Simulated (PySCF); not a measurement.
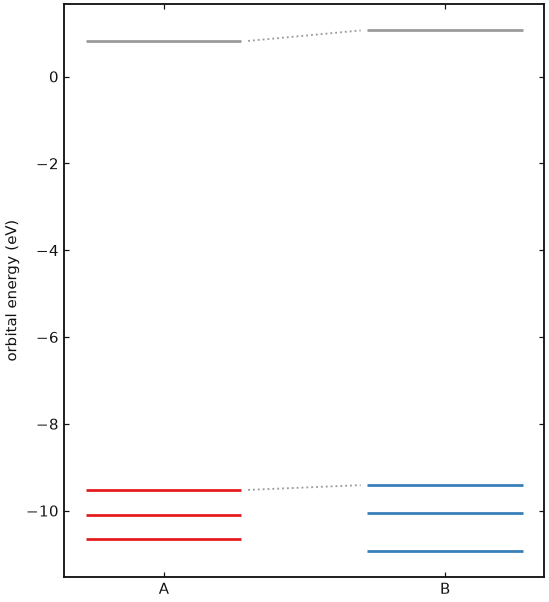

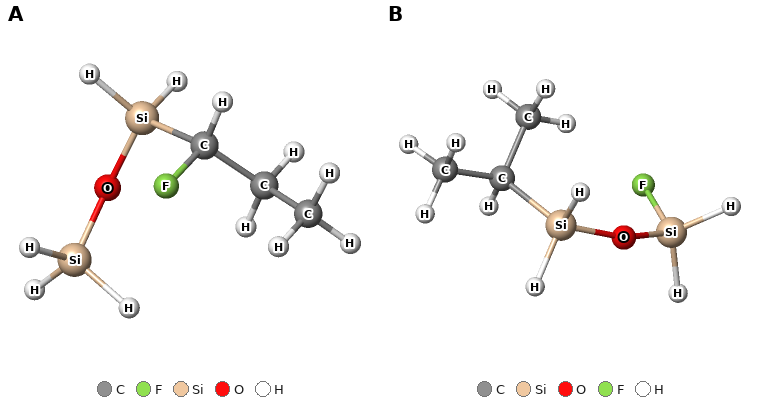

Related molecules: A is C₃H₁₁FOSi₂, SMILES CC[C@H](F)[SiH2]O[SiH3]; B is C₃H₁₁FOSi₂, SMILES CC(C)[SiH2]O[SiH2]F. Frontier orbital energies, CAM-B3LYP/def2-SVPD, PySCF 2.14.0, at a PBE0-D3(BJ)/def2-SVP geometry (no frequency check); drawn are at most three filled levels and, in grey, the LUMO with any level within 0.03 eV of it; dotted lines join the HOMOs and the LUMOs.

What does the change do to the frontier levels?

From A to B the HOMO rises by 0.11 eV and the LUMO rises by 0.24 eV, so the separation goes from 10.34 to 10.47 eV.

Does the ΔSCF ionisation energy follow the HOMO?

A: −ε(HOMO) 9.52, ΔSCF 10.22 eV; B: −ε(HOMO) 9.41, ΔSCF 10.11 eV.

Limits of at least one run: empty levels above zero depend strongly on the basis; one conformer of a flexible molecule.
